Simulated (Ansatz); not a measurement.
System: Bi3O4Cl (C2/c).

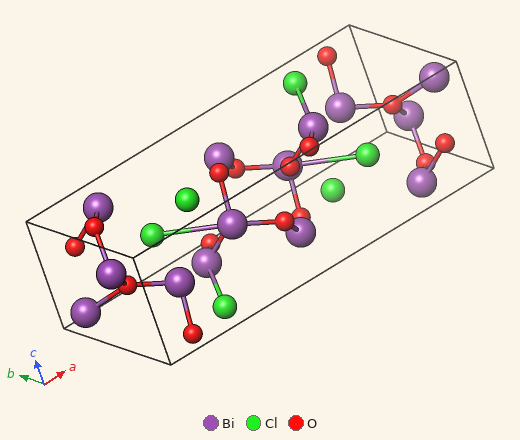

The structure (bismuth purple, chlorine green, oxygen red). Bonds to atoms that aren't drawn are left out. Some periodic images of atoms are drawn too.

```xyz
16
Lattice="9.6407 -2.8238 0.0000 9.6407 2.8238 0.0000 -1.5365 0.0000 5.4842" Properties=species:S:1:pos:R:3 pbc="T T T"
Bi    8.4883    1.1719    4.1132
Bi    9.2566   -1.1719    1.3711
Bi   11.0336   -1.6501    5.1179
Bi    5.9429   -1.6501    3.1085
Bi    6.7112    1.6501    0.3663
Bi   11.8019    1.6501    2.3758
Cl    4.0521    1.4119    2.7421
Cl    4.8203   -1.4119    0.0000
O     0.8618    0.2152    3.3311
O    16.1148    0.2152    4.8952
O    16.8830   -0.2152    2.1531
O     1.6301   -0.2152    0.5890
O    10.1593    0.3744    2.6291
O     8.3538    0.3744    0.1130
O     7.5856   -0.3744    2.8551
O     9.3910   -0.3744    5.3712
```

The cell and positions come from the Crystallography Open Database and are kept as given unless a step says otherwise. Spin-orbit coupling is left out unless a run names it. PAW set soft_2, made with PBE.

Gaps computed with Ansatz 0.2.0 without a self-energy: LDA 2.48 eV, LDA+SOC 2.25 eV and HSE06 3.62 eV.

Q: What gap should G0W0 on LDA give (4×4×4 mesh, 1005 empty bands, screening to 130 eV, default PAW files)?

About 3.46 eV: on its mesh the run moves the gap from 2.48 eV by +0.98 eV. Among the scalar-relativistic levels given, HSE06 is nearest (+0.16 eV). Spin-orbit coupling is not in that value; its −0.22 eV at the LDA level would bring it to about 3.24 eV. Bands and cutoff are finite, so the gap is not at the basis limit. The miss can reach some tenths of an eV and take either sign; the mesh is an error of its own. Where an edge is built on 6p states of lead, bismuth or thallium, scalar-relativistic gaps usually stand too wide, by a few tenths to over one eV. The many-body steps are scalar-relativistic: spin-orbit coupling is not in them.

[Paths, hosts, dates, memory and timing lines, banners, echoed tables and standing remarks are left out of the program output.]

[Logs are printed without paths, hosts, clocks, repeated set-up lines and the standing remarks that a program may print on its own settings, such as how far it seeks lower states.]

[Runs of the session that timed out or met a known fault of the program may be left out.]

[Cells called generated may have been cut or substituted from an entry of the Crystallography Open Database or the Materials Project.]

[Hosts, paths, dates, database ids (printed as entryN), source tags and the programs' standing remarks are cut or masked in the printed files.]
